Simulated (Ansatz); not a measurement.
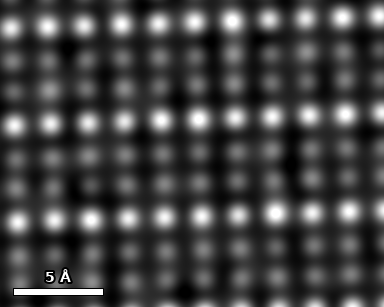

Dark-field STEM-like image of HgSb$_{2}$ (P-3m1, No. 164). The image is simulated as a sum over atoms of Z^1.7, blurred by a 1.10 Å probe (no channelling). The probe carries 15 % of its weight in a tail 2.5 times as wide. The speckle of an amorphous layer was added. Atomic positions: coordinates from a relaxation with DFT PBEsol, scalar-relativistic, plane waves, PAW (Ansatz 0.2.0); the starting structure was generated, so it need not be a known form of this composition.

```xyz
3
Lattice="4.1848 0.0000 0.0000 -2.0924 3.6241 0.0000 0.0000 0.0000 5.5079" Properties=species:S:1:pos:R:3 pbc="T T T"
Hg    0.0000    0.0000    0.0000
Sb    0.0000    2.4161    1.9134
Sb    2.0924    1.2080    3.5945
```

Along which zone axis is the crystal seen: [001], [310], [100] or [210]? (Directions equivalent by symmetry count as one.)

Answer. [210]. The projected cells are 4.18 × 4.18 Å, 120° for [001]; 1.37 × 5.51 Å, 90° for [310]; 3.62 × 5.51 Å, 90° for [100]; 2.09 × 5.51 Å, 90° for [210], and the image repeats as the [210] one does.
